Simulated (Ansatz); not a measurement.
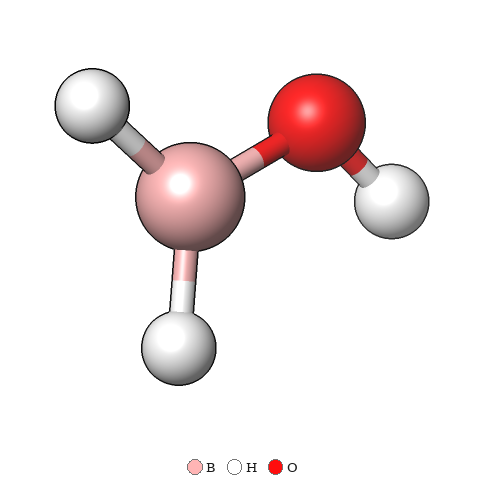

The picture shows a molecular structure as a ball-and-stick model.

Which formula does it have?

BH3O, 5 atoms: 1 boron, 3 hydrogen and 1 oxygen.

What is the point group of this geometry?

Cs.

Count the bonded pairs by element.

2 B–H, 1 B–O, 1 O–H. Sticks follow a distance rule.

More results for the same structure follow; atom numbers are the same in all pictures, views and colours differ. Computed geometry: PBE0-D4/def2-TZVP optimisation.

## Electronic properties

Level of theory: RHF-CCSD(T), frozen core/def2-TZVPP (Ansatz 0.2.0).

Give the T1 diagnostic at this level.

0.014.

## Charges

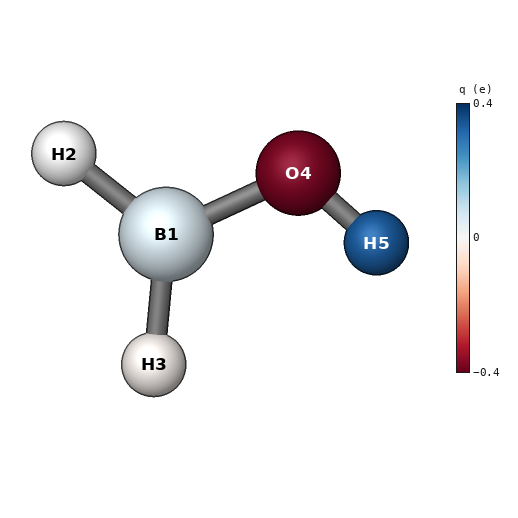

Atoms are coloured by their Mulliken charges. Level of theory: RKS PBE0-D4/def2-TZVP (Ansatz 0.2.0).

Which atom carries the highest charge (most positive or least negative)?

H5 (0.33 e).

And the lowest?

O4 (−0.38 e).

List the Mulliken charges.

```tsv
atom	value (e)
B1	0.06
H2	0.00
H3	−0.01
O4	−0.38
H5	0.33
```

## Thermal motion

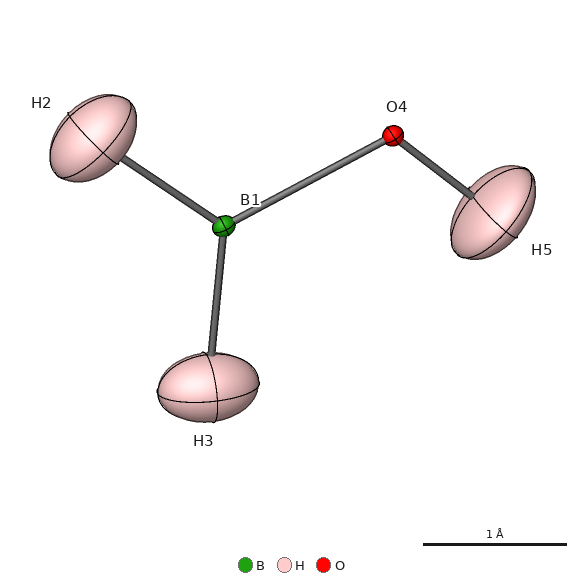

Displacement ellipsoids at the 50 % level, enlarged 2 times, from the internal vibrations of the free molecule (harmonic, no overall translation or rotation; no half-axis is drawn under 0.075 Å). Vibrations computed with RKS PBE0-D4/def2-TZVP (Ansatz 0.2.0). Temperature: 400 K.

Which atom moves most?

H5, with U_eq = 0.0121 Å².

Does H5 move more along its bond or across it?

Across it: the root-mean-square amplitude is 0.065 Å along the bond and up to 0.128 Å across, since bending and torsion are softer than stretching.

List U_eq and the three principal root-mean-square amplitudes for each kind of atom.

```
atom  U_eq (Å²)   rms amplitudes (Å)
  B1    0.00051  0.020, 0.021, 0.027
  H2     0.0098  0.078, 0.097, 0.117
  H3     0.0094  0.079, 0.091, 0.117
  O4    0.00021  0.011, 0.011, 0.020
  H5     0.0121  0.065, 0.125, 0.128
```

Mulliken values depend strongly on the basis set and can even reverse the polarity of a bond.
